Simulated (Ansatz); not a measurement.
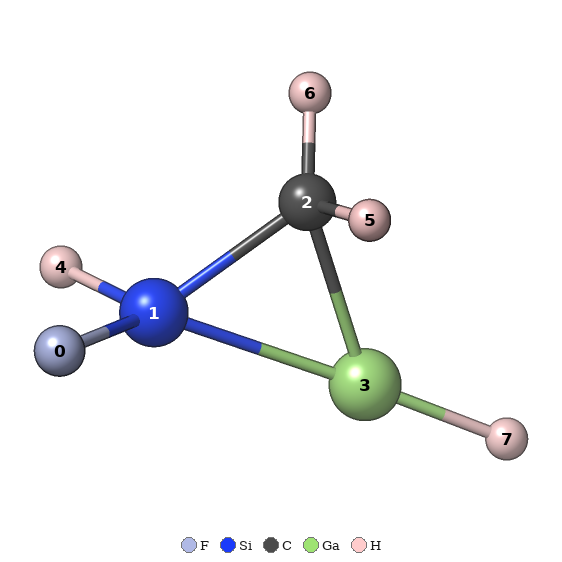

The picture shows the input geometry. Atoms are numbered from 0, in the order of the input.

The calculation was set up as follows.

```yaml
crystal:
  periodic: [false, false, false]
  atoms:
    - {symbol: F, position_ang: [-1.734557, 1.780981, -0.295501]}
    - {symbol: Si, position_ang: [-0.683016, 0.623478, -0.645046]}
    - {symbol: C, position_ang: [0.784545, 0.260562, 0.402310]}
    - {symbol: Ga, position_ang: [-0.281440, -1.491268, 0.162537]}
    - {symbol: H, position_ang: [-0.315009, 0.769986, -2.075661]}
    - {symbol: H, position_ang: [0.592619, 0.322502, 1.485625]}
    - {symbol: H, position_ang: [1.795764, 0.607000, 0.195178]}
    - {symbol: H, position_ang: [-0.066805, -2.930241, 0.714657]}
basis:
  gaussian: {orbitals: 6-31G}
magnetization: {spin_polarized: true, initial_magnetization: 2}
hamiltonian: {xc: {name: B97}}
output: {forces: true}
```

It was started with:

```sh
ansatz run in.yaml --threads 2 --pin off --events-out ev --progress --plain --max-ram 4352MiB
```

Output:

```
Functional definition: B97
  name "B97"
  cite "Becke, J. Chem. Phys. 107, 8554 (1997) doi:10.1063/1.475007"
  parameter cx = 0.1943
  parameter cx0 = 0.8094
  parameter cx1 = 0.5073
  parameter cx2 = 0.7481
  parameter css0 = 0.1737
  parameter css1 = 2.3487
  parameter css2 = -2.4868
  parameter cos0 = 0.9454
  parameter cos1 = 0.7471
  parameter cos2 = -4.5961
  exchange = spin_sum(e_x_unif_s*poly(b97_u_x, cx0, cx1, cx2)) + cx*exact_x
  correlation = spin_sum(e_c_pw_same_spin*poly(b97_u_same, css0, css1, css2))
      + integral(e_c_pw_opposite_spin*poly(b97_u_opposite, cos0, cos1, cos2))
720 factors; integrals over basis functions are off by at most 5.5e-4 eV
mean field evaluation 1: about -64048.5946 eV, gradient 3.8e1 eV
mean field evaluation 2: about -64037.7264 eV, gradient 5.7e1 eV
mean field evaluation 4: about -64055.1579 eV, gradient 1.5e0 eV
mean field evaluation 8: about -64055.2301 eV, gradient 1.3e-1 eV
mean field evaluation 16: about -64055.2305 eV, gradient 1.0e-3 eV
mean field -64055.23053437 eV, -2353.9863039435 hartree, gradient 2.9e-5 eV, S^2 2.004911; 2 other end points of the search recorded, 0 dependent functions left out
the calculation of the forces begins
reference -64055.23058190 eV, -2353.9863056901 hartree; 33, 31 occupied and 35, 37 virtual orbitals, 720 factors
Total energy: -64055.23058190 eV, -2353.9863056901 hartree
Atom 0 at    -1.734557     1.780981    -0.295501 Å, force    -2.590566     2.411586     0.903327 eV/Å
Atom 1 at    -0.683016     0.623478    -0.645046 Å, force     2.616254    -1.097854    -1.401378 eV/Å
Atom 2 at     0.784545     0.260562     0.402310 Å, force    -0.367384     1.578864     1.742973 eV/Å
Atom 3 at    -0.281440    -1.491268     0.162537 Å, force     0.554951    -2.832487    -0.129484 eV/Å
Atom 4 at    -0.315009     0.769986    -2.075661 Å, force    -0.243287     0.128389    -0.279034 eV/Å
Atom 5 at     0.592619     0.322502     1.485625 Å, force     0.151585     0.449449    -0.184349 eV/Å
Atom 6 at     1.795764     0.607000     0.195178 Å, force     0.257195    -0.885653    -0.690643 eV/Å
Atom 7 at    -0.066805    -2.930241     0.714657 Å, force    -0.378748     0.247706     0.038587 eV/Å
Dipole moment:     0.206593     0.088460    -0.032177 e Å
```

Self-consistency was reached.

The spin state was imposed, and no run here compares it with a lower spin, which may lie lower.
